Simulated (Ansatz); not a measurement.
The reference is CsPbCl3 in the cubic perovskite structure (space group Pm-3m, No. 221; a = 5.736 Å).

Perturbation: cell and atoms relaxed at a pressure of 5 GPa.

All numbers come from plane-wave PAW DFT at the PBE level (Ansatz, an electronic-structure program, 420 eV), no spin-orbit coupling.

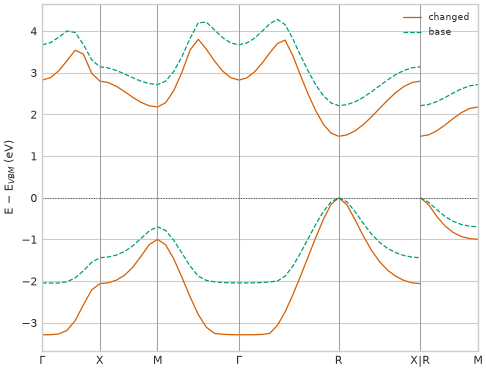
Figure: Highest valence and lowest conduction band along the path, each from its own valence-band maximum

The gap is 1.48 eV, direct at R; the base has 2.21 eV.

With Pb present, leaving out spin-orbit coupling can change the band edges. Load acts through the strain it causes; cell and atoms are relaxed under it. Whether these cells are dynamically stable was not tested. No other phases were tried under pressure. Many cubic perovskites are stable only at high temperature; tilts and polar distortions were not tested. This is not the structure that CsPbCl3 has at room temperature and ambient pressure.
